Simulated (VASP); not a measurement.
Band structure of TiO$_{2}$ (space group P4_2/mnm). All values below come from modified Becke-Johnson potential (mBJ), VASP's PBE PAW potentials (set 64) (plane waves; VASP).

mBJ is a potential without an energy functional, so only the levels count.

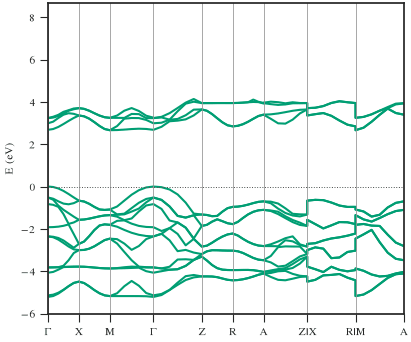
Bands along high-symmetry lines, zero at the valence-band maximum or, without a gap, the Fermi level

Q: Read the plot: is there a gap, and where are the band edges?

A: The gap is indirect, 2.66 eV, from the valence maximum at Γ to the conduction minimum at M.

The structure comes from a computed database's TiO2 entry (P4_2/mnm); how it stands against other phases isn't given here. It was relaxed first. The cell's shape comes from a PBE relaxation.
